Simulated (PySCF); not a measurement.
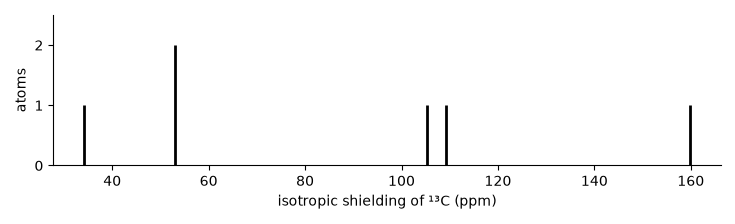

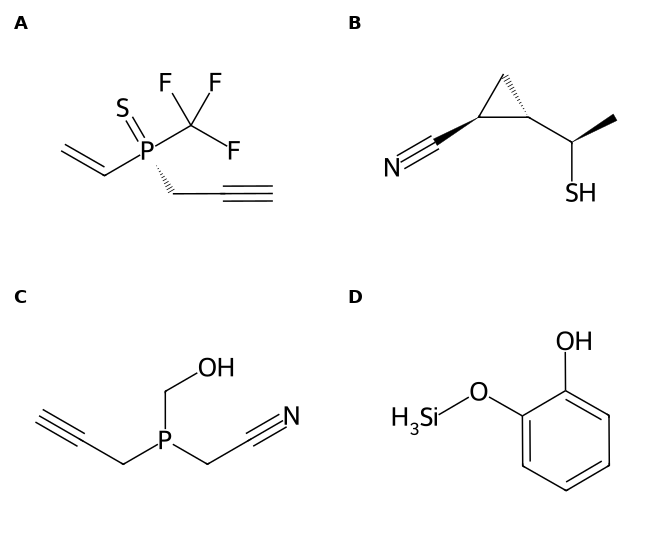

The sticks are computed shieldings of one of the molecules, for one fixed geometry (GFN2-xTB) without averaging over rotations. Low shielding means a high chemical shift. Method: GIAO PBE0/pcSseg-1 NMR shielding, non-relativistic, gas phase (PySCF 2.14.0).

**Match the spectrum to a structure.**

A, `C#CC[P@@](=S)(C=C)C(F)(F)F`. Its 6 C atoms give lines at 34.0, 53.0 (2 atoms), 105.3, 109.2, 159.9 ppm.

The geometry is semi-empirical. Around P such bond lengths and angles can be off by a tenth of an ångström or more and by several degrees, and values that hang on the shape move with them.
